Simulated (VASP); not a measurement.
# Ni2SeS: structure and properties in VASP, part 5 of 5

Wanted: the relaxed cell of Ni2SeS and its properties. The cell is invented: it takes the structure of a Materials Project entry for Mg2SeS (space group 115 there), with some of its atoms replaced by other elements, volume scaled by an estimate. It may not be a known or stable phase. Left out of this account: 1 further run (bands with AM05: it shows nothing beyond the runs told).

VASP 6.6.1; AM05, spin-polarised from a ferromagnetic start; plane waves and PAW (Se, Ni, S); invented cell.

Still holding for the runs below: The k-mesh is coarse for a metal.

So far. Step 8 (Volume scan with AM05 (run 2)): The pressure falls from 8.00 to 5.01 GPa. Step 8 (Volume scan with AM05 (run 2)): The run ends at a pressure of 5.01 GPa, with forces up to 0.0049 eV/Å.

## (9) Volume scan with AM05 (run 3)

INCAR

```
SYSTEM = Ni2SeS
PREC = Accurate
ENCUT = 400
EDIFF = 1E-06
NELM = 100
ISMEAR = 0
SIGMA = 0.05
LREAL = .FALSE.
ALGO = Normal
GGA = AM
NBANDS = 24
ISPIN = 2
MAGMOM = 0 1 1 0
LMAXMIX = 4
LORBIT = 11
LWAVE = .FALSE.
LCHARG = .FALSE.
KPAR = 2
ISIF = 2
```

POSCAR

```
Ni2SeS
1.0
    3.6940529360      0.0000000000      0.0000000000
    0.0000000000      3.6940529360      0.0000000000
    0.0000000000      0.0000000000      4.7451856840
Se Ni S
1 2 1
Direct
    0.5000000000      0.5000000000      0.0000000000
    0.5000000000      0.0000000000      0.2817786013
    0.0000000000      0.5000000000      0.7182213987
    0.0000000000      0.0000000000      0.5000000000
```

KPOINTS

```
Automatic mesh
0
Gamma
6 6 5
0 0 0
```

PAW data sets: Se, Ni and S (PBE family, release 64).

The run is started by

```
$ mpirun -np 2 vasp_std
```

Log:

```text
[... set-up lines as in an earlier step ...]
 entering main loop
       N       E                     dE             d eps       ncg     rms          rms(c)
DAV:   1     0.190279015581E+03    0.19028E+03   -0.12316E+04  2880   0.123E+03
DAV:   2    -0.733683643271E+01   -0.19762E+03   -0.18480E+03  3048   0.278E+02
DAV:   3    -0.227298527803E+02   -0.15393E+02   -0.14998E+02  3608   0.900E+01
DAV:   4    -0.231080145736E+02   -0.37816E+00   -0.37755E+00  3400   0.148E+01
[...]
DAV:  14    -0.206713628995E+02   -0.30255E-05   -0.87224E-06  3968   0.332E-02    0.240E-02
DAV:  15    -0.206713658775E+02   -0.29780E-05   -0.78638E-06  3840   0.266E-02    0.819E-03
DAV:  16    -0.206713666794E+02   -0.80194E-06   -0.10260E-06  2480   0.887E-03
   1 F= -.20671367E+02 E0= -.20670186E+02  d E =-.236147E-02  mag=     0.0001
```

Run time: 37 s. Hardware: 2 MPI ranks of AMD EPYC 7R43, shared host; peak memory 0.31 GiB; 72 s of CPU time.

OUTCAR, selected parts (step 9):

```text
  Total        1.0087218      1.0087218      0.8309535      0.0000000      0.0000000      0.0000000
  in kB       24.9587340     24.9587340     20.5602254      0.0000000      0.0000000      0.0000000
  external PRESSURE =      23.4925645 kB  Pullay stress =       0.0000000 kB

 POSITION                                       TOTAL-FORCE (eV/Angst)
 -----------------------------------------------------------------------------------
      1.84703      1.84703      0.00000        -0.000000     -0.000000      0.000000
      1.84703      0.00000      1.33709         0.000000      0.000000      0.001821
      0.00000      1.84703      3.40809        -0.000000      0.000000     -0.001821
      0.00000      0.00000      2.37259        -0.000000      0.000000      0.000000
 -----------------------------------------------------------------------------------
    total drift:                                0.000000      0.000000      0.000000

  FREE ENERGIE OF THE ION-ELECTRON SYSTEM (eV)
  ---------------------------------------------------
  free  energy   TOTEN  =       -20.6713666794 eV

  energy  without entropy=      -20.6690052077  energy(sigma->0) =      -20.67018594

 magnetization (x)
# of ion       s       p       d       tot
------------------------------------------
    1       -0.000  -0.000   0.000  -0.000
    2        0.000   0.000   0.000   0.000
    3        0.000   0.000   0.000   0.000
    4       -0.000  -0.000   0.000  -0.000
--------------------------------------------------
tot          0.000  -0.000   0.000   0.000

[... 1 part as in an earlier step ...]

[... 2 further parts left out ...]
[key lines of the parts left out:]
E-fermi :   6.1466
```

The pressure falls from 5.01 to 2.35 GPa.

The run ends at a pressure of 2.35 GPa, with forces up to 0.0018 eV/Å.

## (10) Volume scan with AM05 (run 4)

INCAR is that of step 9.

POSCAR

```
Ni2SeS
1.0
    3.7190135103      0.0000000000      0.0000000000
    0.0000000000      3.7190135103      0.0000000000
    0.0000000000      0.0000000000      4.7772487220
Se Ni S
1 2 1
Direct
    0.5000000000      0.5000000000      0.0000000000
    0.5000000000      0.0000000000      0.2817786013
    0.0000000000      0.5000000000      0.7182213987
    0.0000000000      0.0000000000      0.5000000000
```

KPOINTS is that of step 9.

The run is started by

```
$ mpirun -np 2 vasp_std
```

Log:

```text
[... set-up lines as in an earlier step ...]
 entering main loop
       N       E                     dE             d eps       ncg     rms          rms(c)
[... 1 cycle as in an earlier step ...]
DAV:   2    -0.740423529492E+01   -0.19674E+03   -0.18438E+03  3032   0.278E+02
DAV:   3    -0.227406510184E+02   -0.15336E+02   -0.14960E+02  3592   0.891E+01
DAV:   4    -0.231193045471E+02   -0.37865E+00   -0.37807E+00  3416   0.147E+01
DAV:   5    -0.231305751438E+02   -0.11271E-01   -0.11268E-01  3568   0.253E+00    0.182E+01
DAV:   6    -0.255749073034E+02   -0.24443E+01   -0.36250E+01  3360   0.112E+02    0.241E+01
DAV:   7    -0.205464347953E+02    0.50285E+01   -0.12313E+01  3384   0.827E+01    0.603E+00
[... 1 cycle as in an earlier step ...]
DAV:   9    -0.206798822119E+02    0.29620E-01   -0.74628E-02  3992   0.420E+00    0.118E+00
DAV:  10    -0.206821653701E+02   -0.22832E-02   -0.79523E-03  4008   0.793E-01    0.614E-01
DAV:  11    -0.206824112581E+02   -0.24589E-03   -0.33154E-03  3760   0.750E-01    0.145E-01
DAV:  12    -0.206825608868E+02   -0.14963E-03   -0.12315E-03  3872   0.310E-01    0.643E-02
DAV:  13    -0.206825858081E+02   -0.24921E-04   -0.63375E-05  3488   0.704E-02    0.328E-02
DAV:  14    -0.206825874372E+02   -0.16290E-05   -0.78284E-06  3992   0.305E-02    0.265E-02
DAV:  15    -0.206825916099E+02   -0.41728E-05   -0.95110E-06  3808   0.308E-02    0.711E-03
DAV:  16    -0.206825929188E+02   -0.13088E-05   -0.17337E-06  2880   0.100E-02    0.420E-03
DAV:  17    -0.206825931419E+02   -0.22312E-06   -0.24472E-07  2080   0.522E-03
   1 F= -.20682593E+02 E0= -.20681412E+02  d E =-.236309E-02  mag=    -0.0000
```

It took 38 s on 2 MPI ranks; peak memory 0.31 GiB.

Parts of OUTCAR (step 10):

```text
  Total       -0.0070705     -0.0070705     -0.0378485      0.0000000      0.0000000      0.0000000
  in kB       -0.1714463     -0.1714463     -0.9177534      0.0000000      0.0000000      0.0000000
  external PRESSURE =      -0.4202153 kB  Pullay stress =       0.0000000 kB

  FREE ENERGIE OF THE ION-ELECTRON SYSTEM (eV)
  ---------------------------------------------------
  free  energy   TOTEN  =       -20.6825931419 eV

  energy  without entropy=      -20.6802300545  energy(sigma->0) =      -20.68141160

[... 4 parts as in an earlier step ...]

[... 1 further part left out ...]
[key lines of the parts left out:]
E-fermi :   5.9065
```

The pressure falls from 2.35 to -0.04 GPa.

The run ends at a pressure of -0.04 GPa, with forces up to 0.0082 eV/Å.

## (11) Volume scan with AM05 (run 5)

INCAR is that of step 10.

POSCAR

```
Ni2SeS
1.0
    3.7436434566      0.0000000000      0.0000000000
    0.0000000000      3.7436434566      0.0000000000
    0.0000000000      0.0000000000      4.8088870528
Se Ni S
1 2 1
Direct
    0.5000000000      0.5000000000      0.0000000000
    0.5000000000      0.0000000000      0.2817786013
    0.0000000000      0.5000000000      0.7182213987
    0.0000000000      0.0000000000      0.5000000000
```

KPOINTS is that of step 10.

The run is started by

```
$ mpirun -np 2 vasp_std
```

Log:

```text
[... set-up lines as in an earlier step ...]
 entering main loop
       N       E                     dE             d eps       ncg     rms          rms(c)
DAV:   1     0.188554989390E+03    0.18855E+03   -0.12285E+04  2880   0.122E+03
DAV:   2    -0.724525289520E+01   -0.19580E+03   -0.18325E+03  3040   0.275E+02
DAV:   3    -0.227327859073E+02   -0.15488E+02   -0.15079E+02  3664   0.895E+01
DAV:   4    -0.231119499673E+02   -0.37916E+00   -0.37872E+00  3344   0.148E+01
[...]
DAV:  15    -0.206752018168E+02   -0.51087E-05   -0.10947E-05  3696   0.322E-02    0.685E-03
DAV:  16    -0.206752031214E+02   -0.13046E-05   -0.18393E-06  2912   0.940E-03    0.432E-03
DAV:  17    -0.206752034149E+02   -0.29346E-06   -0.27770E-07  2120   0.434E-03
   1 F= -.20675203E+02 E0= -.20674056E+02  d E =-.229541E-02  mag=     0.0000
```

Run time: 42 s. Hardware: 2 MPI ranks; peak memory 0.32 GiB; 82 s of CPU time.

OUTCAR, selected parts (step 11):

```text
  Total       -0.9408116     -0.9408116     -0.8319354      0.0000000      0.0000000     -0.0000000
  in kB      -22.3655563    -22.3655563    -19.7772831      0.0000000      0.0000000     -0.0000000
  external PRESSURE =     -21.5027986 kB  Pullay stress =       0.0000000 kB

 POSITION                                       TOTAL-FORCE (eV/Angst)
 -----------------------------------------------------------------------------------
      1.87182      1.87182      0.00000        -0.000000      0.000000      0.000000
      1.87182      0.00000      1.35504         0.000000     -0.000000      0.014675
      0.00000      1.87182      3.45385        -0.000000     -0.000000     -0.014675
      0.00000      0.00000      2.40444        -0.000000     -0.000000      0.000000
 -----------------------------------------------------------------------------------
    total drift:                                0.000000      0.000000      0.000000

  FREE ENERGIE OF THE ION-ELECTRON SYSTEM (eV)
  ---------------------------------------------------
  free  energy   TOTEN  =       -20.6752034149 eV

  energy  without entropy=      -20.6729080001  energy(sigma->0) =      -20.67405571

[... 2 parts as in an earlier step ...]

[... 2 further parts left out ...]
[key lines of the parts left out:]
E-fermi :   5.6751
```

The pressure falls from -0.04 to -2.15 GPa.

The run ends at a pressure of -2.15 GPa, with forces up to 0.015 eV/Å.

## (12) Volume scan with AM05 (run 6)

INCAR is that of step 11.

POSCAR

```
Ni2SeS
1.0
    3.7679535109      0.0000000000      0.0000000000
    0.0000000000      3.7679535109      0.0000000000
    0.0000000000      0.0000000000      4.8401144671
Se Ni S
1 2 1
Direct
    0.5000000000      0.5000000000      0.0000000000
    0.5000000000      0.0000000000      0.2817786013
    0.0000000000      0.5000000000      0.7182213987
    0.0000000000      0.0000000000      0.5000000000
```

KPOINTS is that of step 11.

The run is started by

```
$ mpirun -np 2 vasp_std
```

Log:

```text
[... set-up lines as in an earlier step ...]
 entering main loop
       N       E                     dE             d eps       ncg     rms          rms(c)
DAV:   1     0.188898134918E+03    0.18890E+03   -0.12248E+04  2880   0.121E+03
DAV:   2    -0.732087251201E+01   -0.19622E+03   -0.18300E+03  3072   0.274E+02
DAV:   3    -0.227134590356E+02   -0.15393E+02   -0.15005E+02  3576   0.890E+01
DAV:   4    -0.230890863073E+02   -0.37563E+00   -0.37518E+00  3384   0.148E+01
[...]
DAV:  15    -0.206513750488E+02   -0.47166E-05   -0.10989E-05  3672   0.289E-02    0.694E-03
DAV:  16    -0.206513761850E+02   -0.11362E-05   -0.15868E-06  2904   0.117E-02    0.430E-03
DAV:  17    -0.206513765163E+02   -0.33132E-06   -0.41507E-07  2064   0.525E-03
   1 F= -.20651377E+02 E0= -.20650290E+02  d E =-.217339E-02  mag=    -0.0000
```

Run time: 49 s. Hardware: 2 MPI ranks; peak memory 0.35 GiB.

From OUTCAR (step 12):

```text
  Total       -1.8070130     -1.8070130     -1.5641025      0.0000000      0.0000000      0.0000000
  in kB      -42.1313279    -42.1313279    -36.4677603      0.0000000      0.0000000      0.0000000
  external PRESSURE =     -40.2434720 kB  Pullay stress =       0.0000000 kB

 POSITION                                       TOTAL-FORCE (eV/Angst)
 -----------------------------------------------------------------------------------
      1.88398      1.88398      0.00000         0.000000      0.000000      0.000000
      1.88398      0.00000      1.36384         0.000000      0.000000      0.020320
      0.00000      1.88398      3.47627         0.000000     -0.000000     -0.020320
      0.00000      0.00000      2.42006         0.000000     -0.000000      0.000000
 -----------------------------------------------------------------------------------
    total drift:                                0.000000      0.000000      0.000000

  FREE ENERGIE OF THE ION-ELECTRON SYSTEM (eV)
  ---------------------------------------------------
  free  energy   TOTEN  =       -20.6513765163 eV

  energy  without entropy=      -20.6492031220  energy(sigma->0) =      -20.65028982

 magnetization (x)
# of ion       s       p       d       tot
------------------------------------------
    1        0.000  -0.000  -0.000  -0.000
    2        0.000   0.000   0.000   0.000
    3        0.000   0.000   0.000   0.000
    4       -0.000  -0.000   0.000  -0.000
--------------------------------------------------
tot          0.000  -0.000   0.000   0.000

[... 1 part as in an earlier step ...]

[... 2 further parts left out ...]
[key lines of the parts left out:]
E-fermi :   5.4523
```

The pressure falls from -2.15 to -4.02 GPa.

The run ends at a pressure of -4.02 GPa, with forces up to 0.020 eV/Å.

## (13) Volume scan with AM05 (run 7)

A prediction first. A parabola through the 6 pressures of evenly scaled cells so far, P = -0.04 -112.5 t +281 t² GPa with t = ln(V/V₁) and V₁ the volume at scale 1, gives -5.64 GPa at t = +0.0583.

INCAR is that of step 12.

POSCAR

```
Ni2SeS
1.0
    3.7919538619      0.0000000000      0.0000000000
    0.0000000000      3.7919538619      0.0000000000
    0.0000000000      0.0000000000      4.8709440529
Se Ni S
1 2 1
Direct
    0.5000000000      0.5000000000      0.0000000000
    0.5000000000      0.0000000000      0.2817786013
    0.0000000000      0.5000000000      0.7182213987
    0.0000000000      0.0000000000      0.5000000000
```

KPOINTS is that of step 12.

The run is started by

```
$ mpirun -np 2 vasp_std
```

Log:

```text
[... set-up lines as in an earlier step ...]
 entering main loop
       N       E                     dE             d eps       ncg     rms          rms(c)
DAV:   1     0.186485852467E+03    0.18649E+03   -0.12233E+04  2888   0.120E+03
DAV:   2    -0.708495908176E+01   -0.19357E+03   -0.18054E+03  3056   0.272E+02
DAV:   3    -0.226698858091E+02   -0.15585E+02   -0.15161E+02  3616   0.892E+01
DAV:   4    -0.230517586095E+02   -0.38187E+00   -0.38133E+00  3328   0.147E+01
[...]
DAV:  15    -0.206129840341E+02   -0.43569E-05   -0.10297E-05  3648   0.250E-02    0.739E-03
DAV:  16    -0.206129851637E+02   -0.11296E-05   -0.15566E-06  2904   0.129E-02    0.438E-03
DAV:  17    -0.206129854894E+02   -0.32569E-06   -0.38575E-07  2096   0.564E-03
   1 F= -.20612985E+02 E0= -.20611969E+02  d E =-.203379E-02  mag=    -0.0001
```

The job ended after 52 s (2 MPI ranks; peak memory 0.36 GiB).

OUTCAR, selected parts (step 13):

```text
  Total       -2.6133283     -2.6133283     -2.2449039      0.0000000      0.0000000     -0.0000000
  in kB      -59.7812961    -59.7812961    -51.3533880      0.0000000      0.0000000     -0.0000000
  external PRESSURE =     -56.9719934 kB  Pullay stress =       0.0000000 kB

 POSITION                                       TOTAL-FORCE (eV/Angst)
 -----------------------------------------------------------------------------------
      1.89598      1.89598      0.00000         0.000000      0.000000      0.000000
      1.89598      0.00000      1.37253         0.000000     -0.000000      0.024197
      0.00000      1.89598      3.49842         0.000000     -0.000000     -0.024197
      0.00000      0.00000      2.43547         0.000000     -0.000000      0.000000
 -----------------------------------------------------------------------------------
    total drift:                                0.000000      0.000000      0.000000

  FREE ENERGIE OF THE ION-ELECTRON SYSTEM (eV)
  ---------------------------------------------------
  free  energy   TOTEN  =       -20.6129854894 eV

  energy  without entropy=      -20.6109517008  energy(sigma->0) =      -20.61196860

 magnetization (x)
# of ion       s       p       d       tot
------------------------------------------
    1        0.000  -0.000  -0.000  -0.000
    2        0.000   0.000   0.000   0.000
    3        0.000   0.000   0.000   0.000
    4        0.000  -0.000   0.000  -0.000
--------------------------------------------------
tot          0.000  -0.000   0.000   0.000

[... 1 part as in an earlier step ...]

[... 2 further parts left out ...]
[key lines of the parts left out:]
E-fermi :   5.2379
```

The pressure falls from -4.02 to -5.70 GPa. The parabola predicted -5.64 GPa, +0.06 GPa off.

## (14) The series together

Times are for 2 MPI ranks of AMD EPYC 7R43, shared host. The series side by side:

```tsv
no.	volume scale	energy above the lowest point (meV/atom)	pressure (GPa)	time	memory (GiB)
1	0.94	24.57	8.001	36 s	0.31
2	0.96	10.77	5.006	36 s	0.3
3	0.98	2.81	2.349	37 s	0.31
4	1	0	-0.04202	38 s	0.31
5	1.02	1.84	-2.150	42 s	0.32
6	1.04	7.78	-4.024	49 s	0.35
7	1.06	17.36	-5.697	52 s	0.36
```

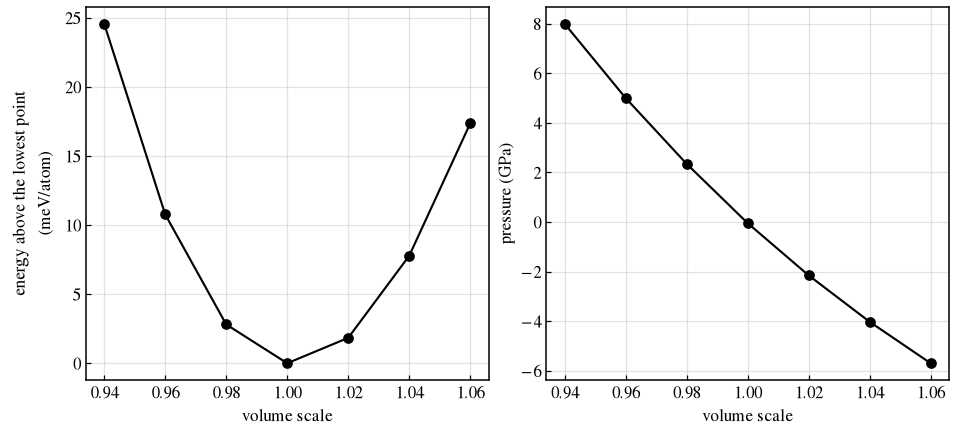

The series as plots.

## (15) Fit for AM05

This step: Birch-Murnaghan fit, AM05; plane waves and PAW; invented cell (VASP 6.6.1).

This step runs nothing: it gathers the runs above.

This step gave:

| Property | Result |
| --- | --- |
| pressure derivative of the bulk modulus | 4.843 |
| r.m.s. error of the fit | 6.04e-6 eV/atom |
| minimum inside the sampled range | yes |
| bulk modulus | 110.9 GPa |
| equilibrium volume of the fit | 16.55 Å³/atom |

The energy above the fitted minimum by volume:

```tsv
volume (Å³/atom)	energy above the fitted minimum (eV/atom)
15.527	0.0246
15.858	0.0108
16.188	0.00281
16.519	5.7e-6
16.849	0.00184
17.179	0.00779
17.510	0.0174
```

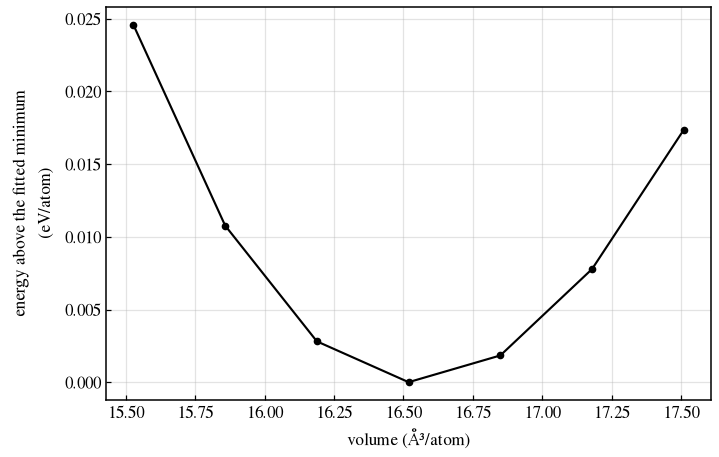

Energy above the fitted minimum, plotted against volume.

The fitted volume lies +0.17 % from the relaxed one. At a finite cutoff and mesh the minimum of the energy and the zero of the stress don't quite coincide, and the relaxation stops at a threshold.

## (16) What came out

| Quantity | Value |
| --- | --- |
| relaxed volume | 16.52 Å³/atom |
| relaxed conventional cell a, b, c | 3.719, 3.719, 4.777 Å |
| space group after relaxing, within 0.02 Å | P-4m2 (No. 115) |
| moment of the cell (9×9×7 mesh) | 0 μB |
| band gap | none, a metal |
| DOS at the Fermi level | 4.33 states/eV/cell |
| bulk modulus from the fit | 111 GPa |
| volume from the fit | 16.5 Å³/atom |

In words: With AM05, Ni2SeS relaxes to 16.52 Å³/atom in space group P-4m2, comes out as a metal, loses the moments it was started with and has a bulk modulus of 111 GPa at fixed shape and positions, an upper bound. Band structure (AM05): Of the bands kept, 6 cross the Fermi level on this path. Spin-orbit coupling is left out; it would split some degenerate bands. The k-sampling is coarse for a metal, so the Fermi level, moments, pressures and the shape of the cell carry errors. Only the typed magnetic starts were tried, so the magnetic ground state may differ and with it the other results. No search among competing phases was made. All values are for a static lattice at zero temperature.

[Lines on the potential files, build, host, timing and source positions are cut from VASP's logs without a mark.]

[Logs are printed without paths, hosts, clocks, repeated set-up lines and the standing remarks that a program may print on its own settings, such as how far it seeks lower states.]

[Hosts, paths, dates, database ids (printed as entryN), source tags and the programs' standing remarks are cut or masked in the printed files.]

[A measured line is paired with the nearest computed mode of its activity, which favours agreement.]
